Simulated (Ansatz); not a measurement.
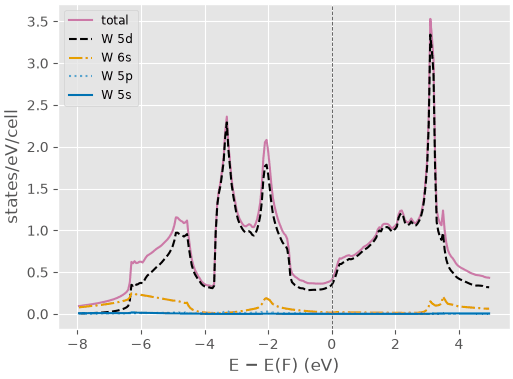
Figure. Total and projected density of states of W (bcc (W type), Im-3m), DFT-PBE+D3(BJ) in the program Ansatz with PAW potentials

Q: Which orbitals carry the states next to the Fermi level?

A: Within 0.5 eV of the Fermi level: W 5d 87 %, outside the projected shells 8 %. Projections are on Löwdin-orthogonalised atomic valence shells; empty p or d shells of many metals are not among them.

Q: Where is the tallest occupied peak in this window, and what makes it?

A: Near -3.3 eV, about 2.4 states/eV per cell; the largest projected share is W 5d.

The cell was relaxed with PBE+D3(BJ) under the symmetry of its start. No spin polarisation was allowed. The pairwise dispersion correction was not fitted to metals. Scalar-relativistic: spin–orbit coupling is off unless named, which matters more the heavier the elements.

Potentials: the earlier of the program's two PAW sets.
